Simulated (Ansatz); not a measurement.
```xyz
6

Al   -3.0480   -0.9001    2.2502
Si   -0.7769   -1.7765    0.7945
Si    1.3512   -0.9730    0.5870
H    -0.6672   -3.0844    0.0323
H     2.3856   -1.5306   -0.3448
H     1.7860    0.2683    1.3043
```

Geometry: PBE-D3(BJ)/def2-SVP.

These are results of isolated molecule in a Gaussian basis; Kohn-Sham density functional theory, functional PBE0 (Ansatz 0.2.0), not measurements.

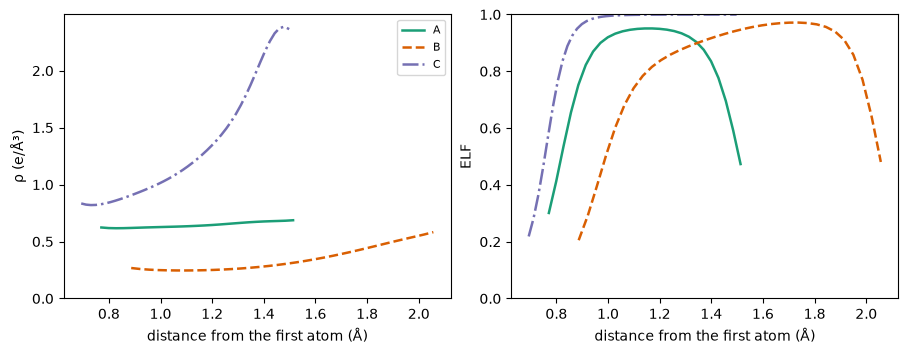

AlH₃Si₂ (charge +1, doublet). Total electron density and ELF along straight lines between neighbouring atoms. The curves leave out the atomic cores.

**Which curve belongs to which contact (Al–Si, Si–H and Si–Si)? The first atom named is at distance zero.**

Curve A: Si–Si (2.28 Å): ρ is about 0.64 e/Å³ halfway; the ELF peaks at about 0.95 between the atoms; a shared electron pair. Curve B: Al–Si (2.84 Å): the density is about 0.29 e/Å³ at the midpoint, with its minimum of 0.25 e/Å³ about 1.1 Å from Al; the ELF peaks at about 1 between the atoms. Curve C: Si–H (1.50 Å): the density is about 0.82 e/Å³ at the midpoint; the ELF climbs to about 1 towards the hydrogen, as it does in any bond to H.
